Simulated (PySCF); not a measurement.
Input

```
{"job": {"kind": "sp", "xc": "B3LYP", "basis": "ma-def2-SVP", "d3": "d3bj", "grid": 2}, "charge": 0, "multiplicity": 1}
Ta    -0.102443     0.000517    -1.544248
N      0.037924    -0.004922     0.214622
C      0.121613     0.000061     1.634624
H      0.519125     0.972056     2.001375
H     -0.882764    -0.155208     2.086042
H      0.792425    -0.811671     1.992672
Cl     2.084274     0.009257    -2.325516
Cl    -1.278638     1.938083    -2.045479
Cl    -1.275554    -1.934165    -2.068134
```

Launched as:

```sh
OMP_NUM_THREADS=1 python redox_run.py task.json out
```

Geometry: BP86-D3(BJ)/ma-def2-SVP; core potentials replace the inner electrons of Ta.

These are results of DFT single point, gas phase, functional B3LYP in PySCF 2.14.0, density-fitted response routines, not measurements.

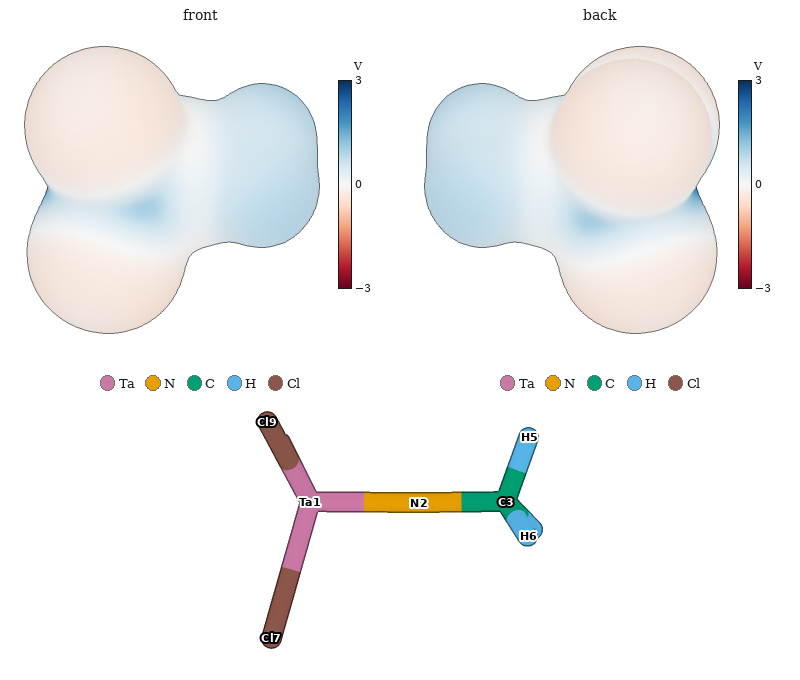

CH3Cl3NTa (Ta(NMe)Cl3). The electrostatic potential painted on the density surface at 0.001 e/bohr³, seen from the front and from behind; the colour scale runs from red (negative) to blue (positive). The bare structure is drawn below in the same view.

Question: Which sites attract a positive test charge, and which a negative one?

Answer: A positive charge is drawn to the negative regions and a negative charge to the positive ones. The most negative region (about −0.3 V) lies over Cl7, Cl8 and Cl9, the most positive (about +2.0 V) over Ta1.
